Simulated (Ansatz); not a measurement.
# HF/def2-TZVPP run of H2O2 (hydrogen peroxide)

Aim: the electronic atomisation energy of H2O2 (hydrogen peroxide) at HF/def2-TZVPP, from 3 runs. 

Program for the calculation: Ansatz 0.2.0.

38 further runs of the same task are left out: 38 set aside as unsound or not needed.

## 1. The molecule

H2O2 has 4 atoms, charge 0, and is taken as a singlet. As SMILES, `OO`. The coordinates come from a PBE0-D4/def2-TZVP relaxation.

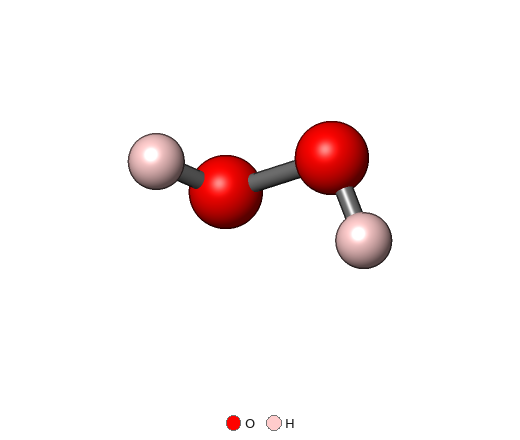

Viewed from a chosen angle; oxygen red, hydrogen pink.

## 2. A single-point energy at HF/def2-TZVPP

run.yaml

```yaml
crystal:
  periodic: [false, false, false]
  atoms:
    - {symbol: O, position_ang: [-0.486800, -0.581100, 0.030600]}
    - {symbol: O, position_ang: [0.048300, 0.728400, 0.206900]}
    - {symbol: H, position_ang: [0.186400, -1.117000, 0.467400]}
    - {symbol: H, position_ang: [0.252100, 0.969800, -0.704900]}
basis:
  gaussian:
    orbitals: def2-TZVPP
output:
  orbitals: {seedname: orbitals}
hamiltonian:
  xc: hf
accuracy: high
```

The run is started by

```bash
$ ansatz run run.yaml --threads 1 --pin off --max-ram 3480MiB --events-out events.jsonl --progress --plain --runs-dir runs
```

The program printed:

```text
Warning: RAYON_NUM_THREADS=1 ignored (pool sized by the plan → 1); use --threads N
Functional definition: HF
  name "HF"
  exchange = exact_x
  correlation = 0
1537 factors; integrals over basis functions are off by at most 3.6e-9 eV
mean field evaluation 1: about -4103.7474 eV, gradient 2.4e1 eV
mean field evaluation 2: about -4103.7506 eV, gradient 2.4e1 eV
mean field evaluation 4: about -4104.7123 eV, gradient 2.0e0 eV
mean field evaluation 8: about -4104.7220 eV, gradient 5.7e-5 eV
mean field -4104.72198051 eV, -150.8457505031 hartree, gradient 3.9e-8 eV, S^2 0.000000; 0 other end points of the search recorded, 0 dependent functions left out
reference -4104.72198051 eV, -150.8457505031 hartree; 9, 9 occupied and 81, 81 virtual orbitals, 1537 factors
Total energy: -4104.72198051 eV, -150.8457505031 hartree
```

Run time: 1.4 s. Hardware: 1 thread of Arm Neoverse V2, shared host; peak memory 0.17 GiB.

## 3. The H atom, same level

run.yaml

```yaml
crystal:
  periodic: [false, false, false]
  atoms:
    - {symbol: H, position_ang: [0.000000, 0.000000, 0.000000]}
basis:
  gaussian:
    orbitals: def2-TZVPP
magnetization:
  spin_polarized: true
  initial_magnetization: 1
hamiltonian:
  xc: hf
accuracy: high
```

Run the same way, it converges to -0.49981 Eh (log not shown).

## 4. The O atom at the same level

molecule.yaml

```yaml
basis:
  gaussian:
    orbitals: def2-TZVPP
crystal:
  periodic: [false, false, false]
  atoms:
    - symbol: O
      position_ang: [0.000000, 0.000000, 0.000000]
magnetization:
  spin_polarized: true
  initial_magnetization: 2
hamiltonian:
  xc: hf
accuracy: high
```

Run the same way, it converges to -74.81563 Eh (log not shown).

## 5. What came out

At HF/def2-TZVPP:

| quantity | value |
| --- | --- |
| molecule: total energy | -150.84575 Eh |
| molecule: HOMO energy | -13.10 eV |
| molecule: LUMO energy | 3.62 eV |
| molecule: HOMO–LUMO gap | 16.72 eV |
| H atom: total energy | -0.49981 Eh |
| H atom: ⟨S²⟩ | 0.750 |
| O atom: total energy | -74.81563 Eh |
| O atom: ⟨S²⟩ | 2.008 |
| electronic atomisation energy | 5.847 eV |

Taking the molecule apart into free atoms costs 5.85 eV (564 kJ/mol), before zero-point energy and without spin-orbit coupling. Hartree–Fock lacks the correlation of the bonding pairs, which as a rule makes this value much too low; in minimal bases other errors can mask that.
